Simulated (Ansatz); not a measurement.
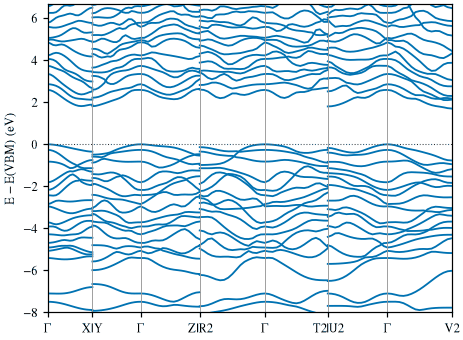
*Band structure from r²SCAN in the plane-wave PAW code Ansatz*

The gap is 1.66 eV; an edge lies off the plotted path or next to a special point (maximum at Γ, minimum off the standard path).

The material is Si$_{4}$P$_{4}$Ru in space group P1 (No. 1; Pearson symbol aP9).

The workflow started from a Materials Project entry (that database holds measured and hypothetical structures alike); the Crystallography Open Database copy checked does not list it. With Si and P taken as one species the cell has the higher symmetry P-1, so it may be an ordered model of a mixed-site phase. Whether it is the stable phase at ambient conditions was not checked. The r²SCAN relaxation kept the symmetry of its start; whether a distortion lowers the energy is not shown. The run is not spin-polarised. Scalar-relativistic: spin–orbit coupling is off unless named, which matters more the heavier the elements.

Potentials: the earlier of the program's two PAW sets.
